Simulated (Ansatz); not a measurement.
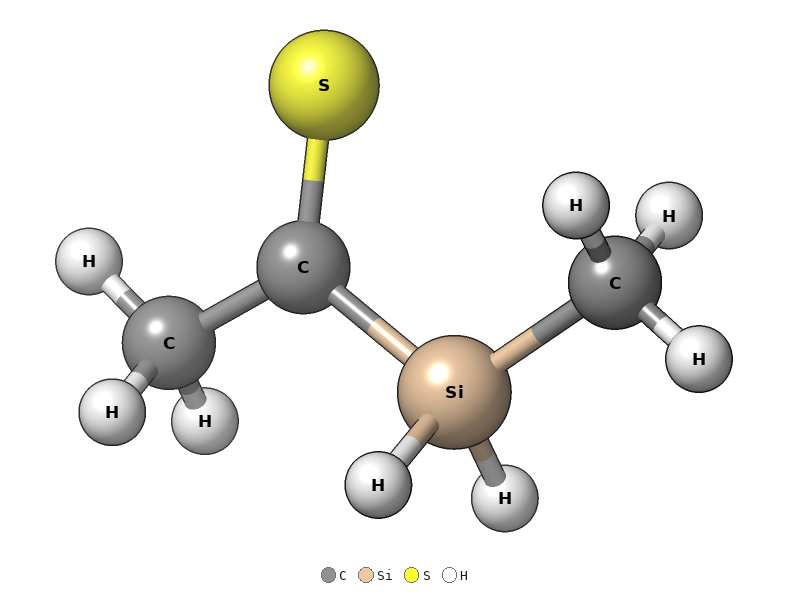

The picture shows a molecular structure as a ball-and-stick model.

Computed geometry: PBE0-D4/def2-TZVP optimisation.

What is the molecular formula?

Answer. C₃H₈SSi, 13 atoms: 3 carbon, 8 hydrogen, 1 sulfur and 1 silicon.

Write the SMILES.

Answer. C[SiH2]C(C)=S

Describe its rings.

Answer. It has no ring.

Count the bonded pairs by element.

Answer. 6 C–H, 2 C–Si, 2 Si–H, 1 C–C, 1 C–S.

The parts below concern this one geometry. Atoms keep their numbers from picture to picture.

## Geometry

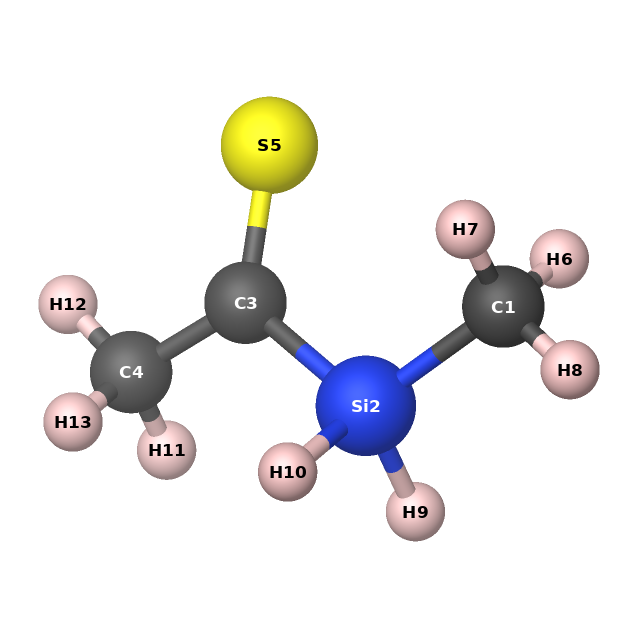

Atoms carry their numbers in the input.

Which atoms are bonded, and how long are the bonds?

| bond | length (Å) | order |
| --- | --- | --- |
| C1–Si2 | 1.857 | single |
| C1–H6 | 1.091 | single |
| C1–H7 | 1.091 | single |
| C1–H8 | 1.093 | single |
| Si2–C3 | 1.897 | single |
| Si2–H9 | 1.492 | single |
| Si2–H10 | 1.492 | single |
| C3–C4 | 1.491 | single |
| C3–S5 | 1.620 | double |
| C4–H11 | 1.096 | single |
| C4–H12 | 1.090 | single |
| C4–H13 | 1.096 | single |

## Levels of theory compared

Program: Ansatz 0.2.0.

At this fixed geometry, give dipole (D), HOMO–LUMO gap (eV) at these levels: B3LYP-D4/def2-TZVPP; PBE-D4/def2-TZVPP; r2SCAN-D4/def2-TZVPP; ωB97M-V/def2-TZVPP.

```json
{"level": "B3LYP-D4/def2-TZVPP", "dipole (D)": "1.60", "HOMO–LUMO gap (eV)": "3.51"}
{"level": "PBE-D4/def2-TZVPP", "dipole (D)": "1.52", "HOMO–LUMO gap (eV)": "1.82"}
{"level": "r2SCAN-D4/def2-TZVPP", "dipole (D)": "1.67", "HOMO–LUMO gap (eV)": "2.11"}
{"level": "ωB97M-V/def2-TZVPP", "dipole (D)": "1.56", "HOMO–LUMO gap (eV)": "8.25"}
```

## Vibrations

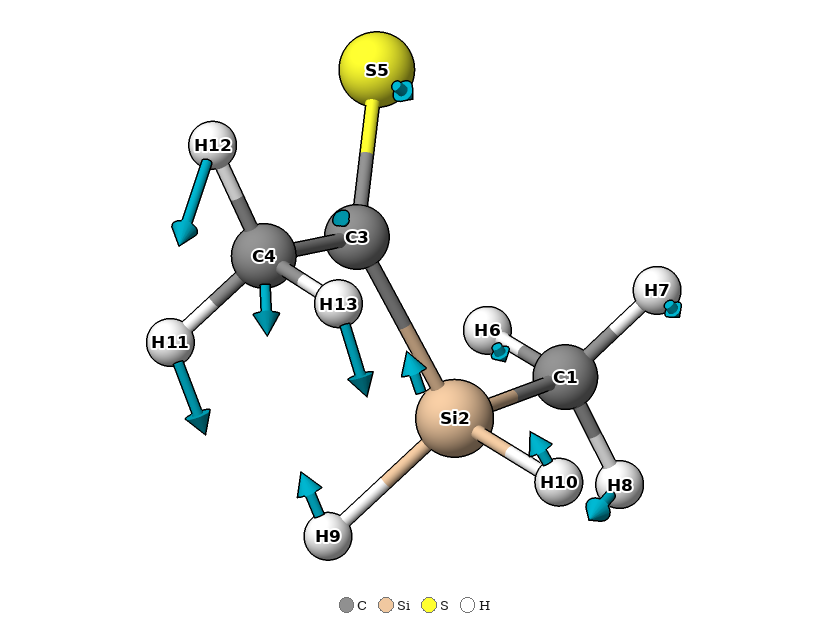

The arrows show one normal mode. Harmonic vibrations computed with RKS PBE0-D4/def2-TZVP (Ansatz 0.2.0) at a stationary point of the same level.

At what wavenumber does it lie?

Answer. 318 cm⁻¹; it is mode 7 of 33 counted from the lowest.

## Charges

The questions are on Mulliken charges. Level of theory: RKS ωB97M-V/def2-TZVPP (Ansatz 0.2.0).

List the Mulliken charges.

| atom | value (e) |
| --- | --- |
| C1 | −0.44 |
| Si2 | 0.29 |
| C3 | −0.07 |
| C4 | −0.28 |
| S5 | −0.16 |
| H6 | 0.13 |
| H7 | 0.13 |
| H8 | 0.12 |
| H9 | −0.03 |
| H10 | −0.03 |
| H11 | 0.12 |
| H12 | 0.11 |
| H13 | 0.12 |

Mulliken values depend strongly on the basis set and can even reverse the polarity of a bond.
